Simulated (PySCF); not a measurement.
# C4H5FO: runs on many settings

Which settings matter for C4H5FO (`C=C(C=O)CF`)?

Computed with PySCF 2.14.0, with density-fitted response routines of our own, on a single molecule, in the gas phase or a continuum. Atoms are numbered from 0 throughout.

1 further run of the same task is left out (for a known fault of the program).

## 1. Starting geometry

11 atoms, charge 0, multiplicity 1; geometry from: GFN2-xTB.

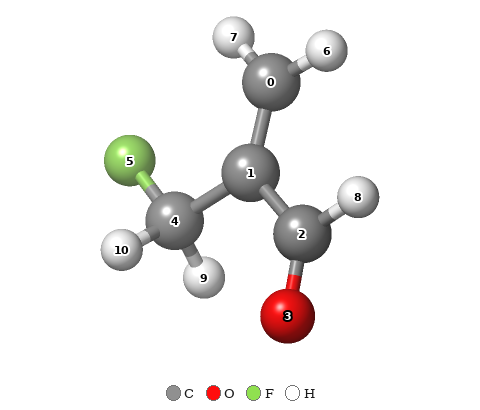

As it starts; carbon grey, oxygen red, fluorine green, hydrogen white, atoms numbered.

## 2. NMR shieldings: PBE0/pcSseg-1

What the job is given:

```
{"job": {"kind": "nmr", "xc": "PBE0", "basis": "pcSseg-1"}, "charge": 0, "multiplicity": 1}
C     -0.577782    -0.900734     1.021825
C     -0.154875    -0.025538     0.111944
C     -0.972161     1.137936    -0.267511
O     -0.654868     1.967684    -1.079459
C      1.161481    -0.132654    -0.602443
F      1.867411    -1.239228    -0.214477
H     -1.530760    -0.785068     1.509821
H      0.017723    -1.753398     1.300968
H     -1.937631     1.194654     0.269673
H      1.003002    -0.205808    -1.684656
H      1.783884     0.744824    -0.391648
```

Method: GIAO PBE0/pcSseg-1 NMR shielding, non-relativistic, gas phase.

Launch:

```
$ OMP_NUM_THREADS=1 python probes_run.py task.json out
```

One launch serves the whole session: the jobs run in the order shown.

The program printed:

```text
coarse grid: 9616 points
cycle   1  E = -329.8844704682  dE =  8.455e-01  |g| = 8.281e-01  |ddm| = 2.962e+00
cycle   2  E = -329.4917408969  dE =  3.927e-01  |g| = 1.651e+00  |ddm| = 2.612e+00
cycle   3  E = -330.0067444591  dE = -5.150e-01  |g| = 1.846e-01  |ddm| = 2.066e+00
cycle   4  E = -330.0126526632  dE = -5.908e-03  |g| = 8.292e-02  |ddm| = 2.182e-01
cycle   5  E = -330.0137858090  dE = -1.133e-03  |g| = 2.314e-02  |ddm| = 8.089e-02
cycle   6  E = -330.0139032032  dE = -1.174e-04  |g| = 7.720e-03  |ddm| = 2.469e-02
cycle   7  E = -330.0139166004  dE = -1.340e-05  |g| = 2.112e-03  |ddm| = 7.134e-03
cycle   8  E = -330.0139174145  dE = -8.141e-07  |g| = 6.313e-04  |ddm| = 2.008e-03
final grid: 94504 points
cycle   9  E = -330.0674586141  dE = -1.600e-05  |g| = 1.233e-02  |ddm| = 2.528e-02
cycle  10  E = -330.0673775473  dE =  8.107e-05  |g| = 2.406e-02  |ddm| = 3.007e-02
cycle  11  E = -330.0674880063  dE = -1.105e-04  |g| = 2.218e-03  |ddm| = 2.173e-02
cycle  12  E = -330.0674890037  dE = -9.974e-07  |g| = 3.607e-04  |ddm| = 1.868e-03
cycle  13  E = -330.0674890199  dE = -1.628e-08  |g| = 1.379e-04  |ddm| = 3.430e-04
cycle  14  E = -330.0674890229  dE = -2.963e-09  |g| = 3.616e-05  |ddm| = 1.289e-04
cycle  15  E = -330.0674890232  dE = -3.032e-10  |g| = 1.458e-05  |ddm| = 4.935e-05
converged SCF energy = -330.0674890232

GIAO shielding tensors (ppm)
atom      isotropic    diamagn.    paramagn.     s11        s22        s33       span
  0 C       47.688     252.883    -205.194    -71.832     36.369    178.528    250.361
  1 C       31.779     266.760    -234.981    -71.772     26.980    140.129    211.901
  2 C       -9.848     244.806    -254.654    -94.926    -17.437     82.821    177.746
  3 O     -342.058     399.142    -741.199   -987.440   -414.342    375.609   1363.050
  4 C      101.616     239.971    -138.355     73.260     78.585    153.002     79.742
  5 F      446.145     471.804     -25.659    414.201    459.674    464.559     50.358
  6 H       25.337      30.691      -5.354     21.827     25.990     28.194      6.367
  7 H       24.815      30.523      -5.709     20.725     24.321     29.398      8.673
  8 H       21.928      28.711      -6.783     20.413     21.311     24.060      3.647
  9 H       26.169      28.311      -2.142     21.909     26.068     30.529      8.620
 10 H       26.174      28.298      -2.124     21.939     26.077     30.506      8.568
```

Wall time 12 s (1 thread of Arm Neoverse V2, shared host); peak memory 0.58 GiB.

The references, computed at this level on geometries of the same kind, shield at (ppm): ¹H TMS 31.72, ¹³C TMS 186.9, ¹⁹F CFCl3 170.9, ¹⁷O H2O 336.1. Their shielding less the atom's gives the shift. The references are single molecules in the gas phase, so shifts against H2O, NH3, PH3, H3PO4 or CFCl3 are not on the usual liquid scales and can be off by tens of ppm. Atoms listed in one row are averaged.

```
  atoms                                 environment  σ (ppm)  δ (ppm)  δ scaled to CDCl3
     C2                    aldehyde carbonyl carbon     -9.8    196.8              190.1
     C1                  α carbon of a C=C–C=O unit     31.8    155.1              149.5
     C0                  β carbon of a C=C–C=O unit     47.7    139.2              134.0
     C4                 allylic sp3 CH2 bonded to F    101.6     85.3               81.3
     H8     hydrogen on an aldehyde carbonyl carbon    21.93     9.79               9.33
     H7    hydrogen on a β carbon of a C=C–C=O unit    24.81     6.90               6.61
     H6    hydrogen on a β carbon of a C=C–C=O unit    25.34     6.38               6.12
H9, H10  hydrogen on an allylic sp3 CH2 bonded to F    26.17     5.55               5.33
     O3                             aldehyde oxygen   -342.1    678.1                  –
     F5                   fluorine on an sp3 carbon    446.1   -275.2                  –
```

The scaled column applies a straight-line fit of computed shieldings to shifts measured in CDCl3, and one for carbons that bear F (root-mean-square error 0.16 ppm for H, 1.9 ppm for C).

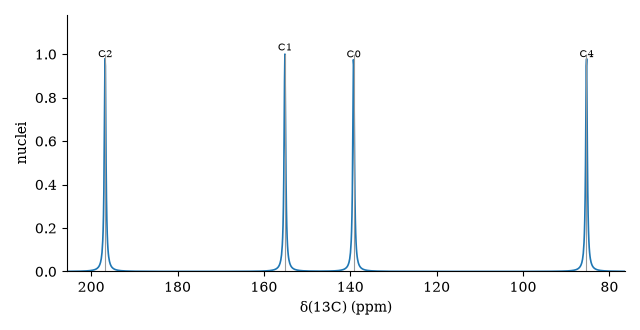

¹³C lines at the computed shifts, without couplings. Lines are broadened to a width of 0.45 ppm (Lorentzian).

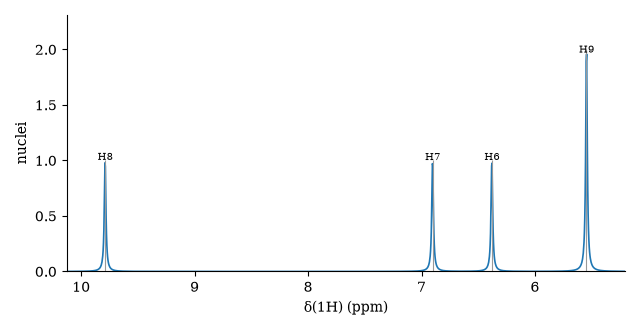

¹H lines at the computed shifts, without couplings. Lines are broadened to a width of 0.02 ppm (Lorentzian).

Charges from the same density, by scheme (e):

```
atoms  Mulliken    IAO  Hirshfeld  ESP fit
   C0      0.00  -0.27      -0.06    -0.49
   C1     -0.55  -0.06      -0.01     0.07
   C2      0.34   0.25       0.12     0.37
   O3     -0.35  -0.39      -0.22    -0.44
   C4      0.31   0.04       0.02     0.10
   F5     -0.33  -0.32      -0.11    -0.24
```

IAO charges:

```
atom  value (e)
  C0      -0.27
  C1      -0.06
  C2       0.25
  O3      -0.39
  C4       0.04
  F5      -0.32
  H6       0.16
  H7       0.18
  H8       0.10
  H9       0.16
 H10       0.16
```

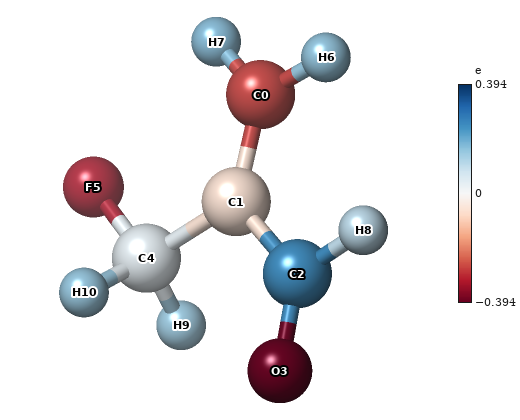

IAO charges, as colours on the atoms.

Mayer bond orders: C0–C1 1.89, C1–C2 1.00, C2–O3 2.00, C1–C4 0.98, C4–F5 0.90.

The fields below are evaluated on a grid from the run's orbitals.

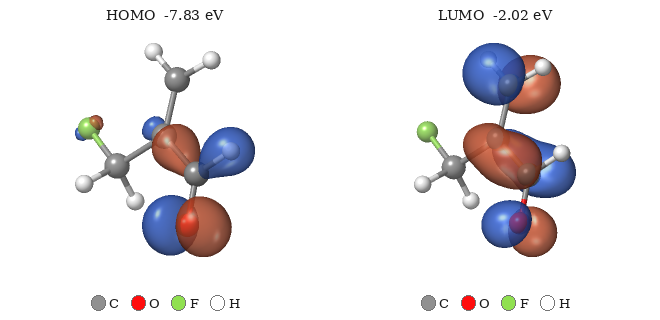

Frontier orbitals at PBE0/pcSseg-1; each surface holds 70 % of the orbital's density, blue and red mark the sign.

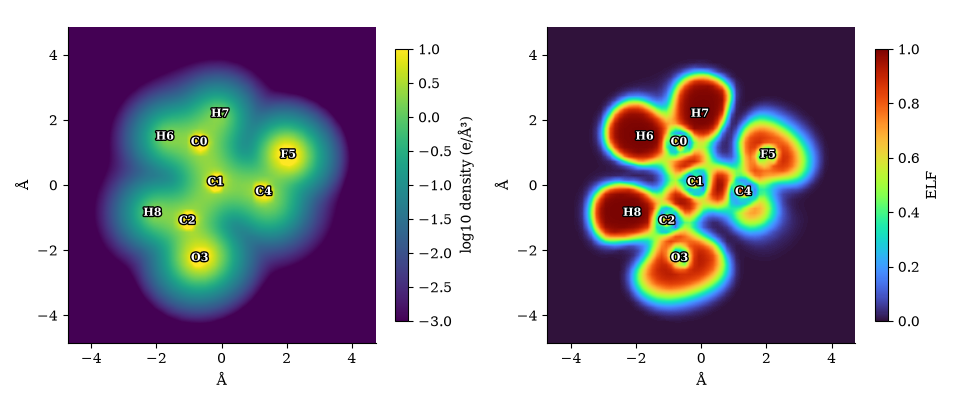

Density (left) and ELF (right) in a plane through or near 9 of the atoms.

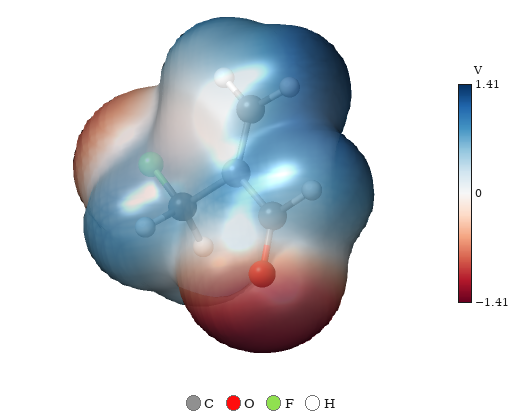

The potential that a unit positive charge feels on the 0.002 e/bohr³ surface, from -1.41 V near O3 to 1.28 V near H6.

## 3. TDDFT and polarisability: PBE0/def2-SVPD

The job, as its differences from that of step 2:

```diff
@@ -1,2 +1,2 @@
-{"job": {"kind": "nmr", "xc": "PBE0", "basis": "pcSseg-1"}, "charge": 0, "multiplicity": 1}
+{"job": {"kind": "uv", "xc": "PBE0", "basis": "def2-SVPD", "nstates": 6, "ntriplets": 2}, "charge": 0, "multiplicity": 1}
 C     -0.577782    -0.900734     1.021825
```

Method: TDDFT PBE0/def2-SVPD, vertical, gas phase, core orbitals frozen in the response.

The program printed:

```text
coarse grid: 9616 points
cycle   1  E = -329.6989138572  dE =  7.951e-01  |g| = 7.818e-01  |ddm| = 5.210e+00
cycle   2  E = -329.3024129434  dE =  3.965e-01  |g| = 1.616e+00  |ddm| = 3.840e+00
cycle   3  E = -329.8155538281  dE = -5.131e-01  |g| = 1.653e-01  |ddm| = 2.946e+00
cycle   4  E = -329.8202658341  dE = -4.712e-03  |g| = 8.250e-02  |ddm| = 3.334e-01
cycle   5  E = -329.8215241545  dE = -1.258e-03  |g| = 2.201e-02  |ddm| = 1.251e-01
cycle   6  E = -329.8216345285  dE = -1.104e-04  |g| = 6.854e-03  |ddm| = 3.923e-02
cycle   7  E = -329.8216451798  dE = -1.065e-05  |g| = 1.951e-03  |ddm| = 1.184e-02
cycle   8  E = -329.8216459072  dE = -7.274e-07  |g| = 6.034e-04  |ddm| = 3.195e-03
final grid: 94504 points
cycle   9  E = -329.8750381882  dE = -1.632e-05  |g| = 1.171e-02  |ddm| = 1.158e-01
cycle  10  E = -329.8749622544  dE =  7.593e-05  |g| = 2.279e-02  |ddm| = 4.395e-02
cycle  11  E = -329.8750657585  dE = -1.035e-04  |g| = 2.206e-03  |ddm| = 2.980e-02
cycle  12  E = -329.8750667814  dE = -1.023e-06  |g| = 3.445e-04  |ddm| = 3.190e-03
cycle  13  E = -329.8750667985  dE = -1.706e-08  |g| = 1.271e-04  |ddm| = 4.945e-04
cycle  14  E = -329.8750668013  dE = -2.782e-09  |g| = 3.565e-05  |ddm| = 2.121e-04
cycle  15  E = -329.8750668016  dE = -2.860e-10  |g| = 1.568e-05  |ddm| = 8.444e-05
converged SCF energy = -329.8750668016

Static polarisability (au): isotropic 53.586, principal 36.533 53.131 71.093

Singlet excitations
state   eV       nm        f      main configurations
  1   3.7491    330.7   0.00030   H->L 0.97
  2   5.9849    207.2   0.27364   H-1->L 0.93
  3   6.7466    183.8   0.00001   H-3->L 0.84, H->L+2 0.13
  4   7.1186    174.2   0.00105   H->L+2 0.83, H-3->L 0.14
  5   7.1813    172.6   0.07729   H-2->L 0.90
  6   7.4839    165.7   0.03622   H->L+1 0.87

Triplet excitations (Tamm-Dancoff, eV): 3.1956 3.5997
```

It took 18 s on 1 thread of Arm Neoverse V2, shared host; peak memory 0.71 GiB.

The orbitals next to the gap, with their largest atomic shares:

```
orbital      eV                      atoms
 HOMO−3  -10.40  F5 40 %, C4 20 %, C1 15 %
 HOMO−2  -10.35  F5 47 %, C4 18 %, O3 10 %
 HOMO−1   -8.51   C0 33 %, C1 31 %, O3 9 %
   HOMO   -7.91   O3 60 %, C2 16 %, C1 9 %
   LUMO   -2.12  C0 27 %, O3 24 %, C2 23 %
 LUMO+1    0.63  C0 24 %, C4 16 %, C2 12 %
 LUMO+2    0.88  C1 26 %, C2 19 %, O3 12 %
```

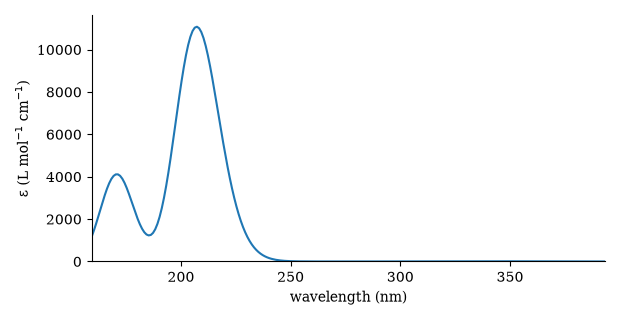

Absorption spectrum: each of the 6 states is a Gaussian band of 0.4 eV half-width at 1/e. Beyond the last state computed it falls off for lack of states.

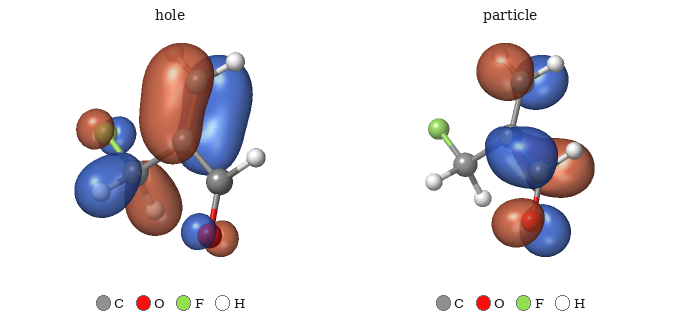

Leading natural transition orbitals of singlet state 2: the electron leaves the hole (left) for the particle orbital (right).

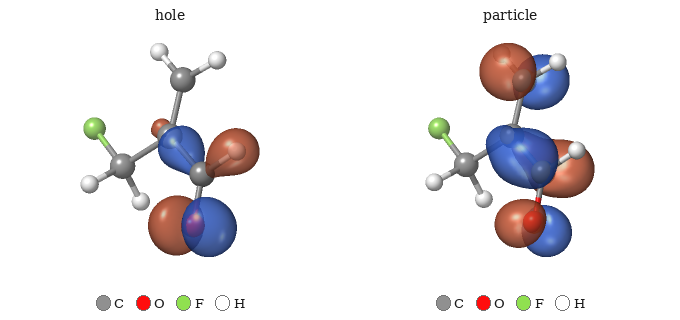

Leading natural transition orbitals of singlet state 1: the electron leaves the hole (left) for the particle orbital (right).

Further results of this job:

```
           property  computed
  dipole moment (D)      2.22
polarisability (Å³)      7.94
 HOMO–LUMO gap (eV)      5.79
      −ε(HOMO) (eV)      7.91
```

## 4. Ultraviolet spectrum: PBE0/6-31++G** in methanol

The job, as its differences from that of step 3:

```diff
@@ -1,2 +1,2 @@
-{"job": {"kind": "uv", "xc": "PBE0", "basis": "def2-SVPD", "nstates": 6, "ntriplets": 2}, "charge": 0, "multiplicity": 1}
+{"job": {"kind": "uv", "xc": "PBE0", "basis": "6-31++G**", "solvent": "methanol", "nstates": 1, "ntriplets": 0, "tda": false, "scf": {"conv": 1e-07}}, "charge": 0, "multiplicity": 1}
 C     -0.577782    -0.900734     1.021825
```

Level: TDDFT PBE0/6-31++G**, vertical, IEF-PCM methanol (non-equilibrium linear response), core orbitals frozen in the response.

The program printed:

```text
final grid: 94504 points
cycle   1  E = -330.0131378086  dE =  8.307e-01  |g| = 7.553e-01  |ddm| = 3.684e+00
cycle   2  E = -329.7334662130  dE =  2.797e-01  |g| = 1.421e+00  |ddm| = 3.798e+00
cycle   3  E = -330.1211639356  dE = -3.877e-01  |g| = 1.269e-01  |ddm| = 3.200e+00
cycle   4  E = -330.1241327313  dE = -2.969e-03  |g| = 5.842e-02  |ddm| = 2.309e-01
cycle   5  E = -330.1247444102  dE = -6.117e-04  |g| = 1.401e-02  |ddm| = 9.366e-02
cycle   6  E = -330.1247856126  dE = -4.120e-05  |g| = 3.998e-03  |ddm| = 2.710e-02
cycle   7  E = -330.1247889060  dE = -3.293e-06  |g| = 1.174e-03  |ddm| = 6.332e-03
cycle   8  E = -330.1247891829  dE = -2.770e-07  |g| = 4.175e-04  |ddm| = 1.778e-03
cycle   9  E = -330.1247892225  dE = -3.963e-08  |g| = 1.246e-04  |ddm| = 1.043e-03
converged SCF energy = -330.1247892225

Static polarisability (au): isotropic 67.047, principal 42.144 60.440 98.557

Singlet excitations
state   eV       nm        f      main configurations
  1   3.9024    317.7   0.00031   H->L 0.97
```

Run time: 8.9 s. Hardware: 1 thread of Arm Neoverse V2, shared host; peak memory 0.71 GiB.

In short: HOMO -7.80 eV, LUMO -1.87 eV; lowest singlet 3.90 eV.

## 5. NMR shieldings: WP04/pcSseg-1

The job, as its differences from that of step 4:

```diff
@@ -1,2 +1,2 @@
-{"job": {"kind": "uv", "xc": "PBE0", "basis": "6-31++G**", "solvent": "methanol", "nstates": 1, "ntriplets": 0, "tda": false, "scf": {"conv": 1e-07}}, "charge": 0, "multiplicity": 1}
+{"job": {"kind": "nmr", "xc": "WP04", "basis": "pcSseg-1", "pop": false, "scf": {"level_shift": 0.3}}, "charge": 0, "multiplicity": 1}
 C     -0.577782    -0.900734     1.021825
```

With the program's defaults for keys left out, this is: GIAO WP04/pcSseg-1 NMR shielding, non-relativistic, gas phase.

The program printed:

```text
final grid: 94504 points
cycle   1  E = -337.1403840858  dE =  8.440e-01  |g| = 1.245e+00  |ddm| = 2.947e+00
cycle   2  E = -337.0001702219  dE =  1.402e-01  |g| = 1.618e+00  |ddm| = 2.049e+00
cycle   3  E = -337.3858183169  dE = -3.856e-01  |g| = 4.480e-01  |ddm| = 7.537e-01
cycle   4  E = -337.4214509216  dE = -3.563e-02  |g| = 1.003e-01  |ddm| = 3.786e-01
cycle   5  E = -337.4239457648  dE = -2.495e-03  |g| = 2.478e-02  |ddm| = 1.352e-01
cycle   6  E = -337.4240790418  dE = -1.333e-04  |g| = 1.260e-02  |ddm| = 2.912e-02
cycle   7  E = -337.4241115409  dE = -3.250e-05  |g| = 5.722e-03  |ddm| = 9.930e-03
cycle   8  E = -337.4241179568  dE = -6.416e-06  |g| = 1.200e-03  |ddm| = 6.589e-03
cycle   9  E = -337.4241184892  dE = -5.324e-07  |g| = 3.373e-04  |ddm| = 2.601e-03
cycle  10  E = -337.4241185649  dE = -7.579e-08  |g| = 1.373e-04  |ddm| = 1.184e-03
cycle  11  E = -337.4241185809  dE = -1.592e-08  |g| = 6.778e-05  |ddm| = 4.850e-04
cycle  12  E = -337.4241185846  dE = -3.753e-09  |g| = 3.701e-05  |ddm| = 2.153e-04
cycle  13  E = -337.4241185856  dE = -9.626e-10  |g| = 1.992e-05  |ddm| = 9.930e-05
level shift removed, Fock matrix diagonalised once more
converged SCF energy = -337.4241185856

GIAO shielding tensors (ppm)
atom      isotropic    diamagn.    paramagn.     s11        s22        s33       span
  0 C       36.211     254.239    -218.028    -82.826     26.088    165.370    248.196
  1 C       21.646     265.981    -244.334    -79.320     16.024    128.234    207.554
  2 C      -19.339     246.862    -266.201   -107.732    -24.227     73.942    181.673
  3 O     -313.547     401.407    -714.954   -903.048   -404.278    366.684   1269.731
  4 C       87.480     242.274    -154.793     57.281     65.279    139.881     82.600
  5 F      431.546     475.201     -43.655    414.154    435.446    445.038     30.884
  6 H       25.886      31.198      -5.313     22.629     26.387     28.642      6.012
  7 H       25.353      31.065      -5.712     21.372     24.768     29.919      8.546
  8 H       22.657      29.363      -6.706     21.200     22.082     24.688      3.488
  9 H       26.575      28.875      -2.300     22.565     26.477     30.684      8.119
 10 H       26.581      28.863      -2.282     22.594     26.486     30.663      8.070
```

Wall time 9.2 s (1 thread of Arm Neoverse V2, shared host); peak memory 0.6 GiB.

This run: δ C2 194.4, C1 153.5, C0 138.9, C4 87.6, H8 9.34, H7 6.64 ppm.

## 6. Comparing the runs: NMR shifts

Shifts (ppm) of some atoms, chosen among heavy atoms and hydrogens apart, with basis size and wall time:

```
          run     C2     C1    C4    H8    H6     O3      F5  functions   time
PBE0/pcSseg-1  196.8  155.1  85.3  9.79  6.38  678.1  -275.2        127   12 s
WP04/pcSseg-1  194.4  153.5  87.6  9.34  6.11  632.8  -261.3        127  9.2 s
```

## 7. Comparing the runs: electronic excitations

Excitations and ground-state properties, with basis size and wall time:

```
                       run  lowest singlet (eV)  brightest (eV)      f  gap (eV)  α (Å³)  μ (D)  functions   time
            PBE0/def2-SVPD                 3.75            5.98  0.274      5.79    7.94   2.22        166   18 s
PBE0/6-31++G** in methanol                 3.90            3.90  0.000      5.93    9.94   3.03        138  8.9 s
```

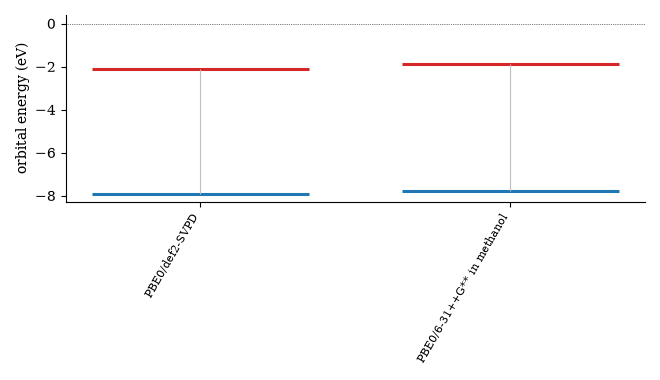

HOMO (blue) and LUMO (red) run by run.

## 8. Outcome

| quantity | value |
| --- | --- |
| ¹³C shifts against TMS (PBE0/pcSseg-1) | 196.8, 155.1, 139.2, 85.3 ppm |
| ¹H shifts against TMS (PBE0/pcSseg-1, means over atoms taken as alike) | 9.79, 6.90, 6.38, 5.55 ppm |
| ¹⁷O shifts against H2O (PBE0/pcSseg-1) | 678.1 ppm |
| ¹⁹F shifts against CFCl3 (PBE0/pcSseg-1) | -275.2 ppm |
| surface potential, least and greatest | -1.41 V and 1.28 V |
| lowest singlet (PBE0/def2-SVPD) | 3.75 eV (331 nm), f = 0.000 |
| brightest single state of those computed | state 2, 5.98 eV, f = 0.274 |
| lowest triplet | 3.20 eV |
| range of the shift of O3 | 632.8 to 678.1 ppm |
| range of the lowest singlet | 3.75 to 3.90 eV |

What this shows: Single values in the summary come from the first run of each kind that ended normally (PBE0/pcSseg-1; PBE0/def2-SVPD), which need not be the best level. C2 (aldehyde carbonyl carbon) lies farthest downfield among carbon, at 196.8 ppm; the double bond to the heteroatom, with no lone-pair donor beside it, deshields it most. The most deshielded hydrogen is H8 (hydrogen on an aldehyde carbonyl carbon), at 9.79 ppm: the C=O anisotropy and electron withdrawal place aldehyde protons far downfield. At PBE0/pcSseg-1: Shielding is most anisotropic at O3 (span 1363 ppm, paramagnetic term -741 ppm). By nearest atom (PBE0/pcSseg-1), the HOMO sits on O3 64 %; H8 15 % and the LUMO on C0, C2 about 24 % each; O3 22 %. The first singlet state (HOMO→LUMO 0.97) lies at 3.75 eV and is dark; of the 6 states computed, the strongest absorption comes from state 2 at 5.98 eV. The lowest triplet lies 0.55 eV below the lowest singlet (triplets in Tamm-Dancoff, singlets in full TDDFT). In ppm, O3 moves most: its shift spreads over 45.3 ppm, from 632.8 (WP04/pcSseg-1) to 678.1 (PBE0/pcSseg-1). Part of that comes from the computed reference. The lowest singlet runs from 3.75 eV (PBE0/def2-SVPD) to 3.90 eV (PBE0/6-31++G** in methanol), while the orbital gap spans 5.79 to 5.93 eV. The lowest state need not be the same one in every run. The runs solved for a few states only, so the brightest column depends on that window.
